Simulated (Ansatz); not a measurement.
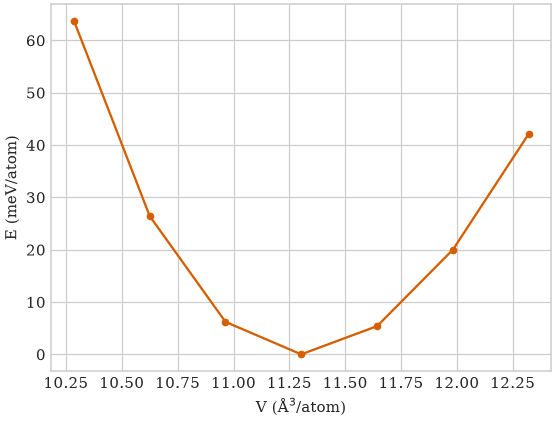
Fig. 1. ZrO2 in space group P4_2/nmc (No. 137; Zr on 2a, O on 4d) under volume change, DFT-r²SCAN in the program Ansatz with PAW potentials, shape and atoms relaxed at each volume.

Q: What does a third-order Birch–Murnaghan fit give for V₀, B₀ and B′?

A: V₀ = 11.30 Å³/atom, B₀ = 179 GPa, B′ = 5.9.

This is a known high-temperature phase of the composition, computed here at zero pressure and temperature. The r²SCAN relaxation kept the symmetry of its start; whether a distortion lowers the energy is not shown. The run is not spin-polarised.

Potentials: the earlier of the program's two PAW sets.
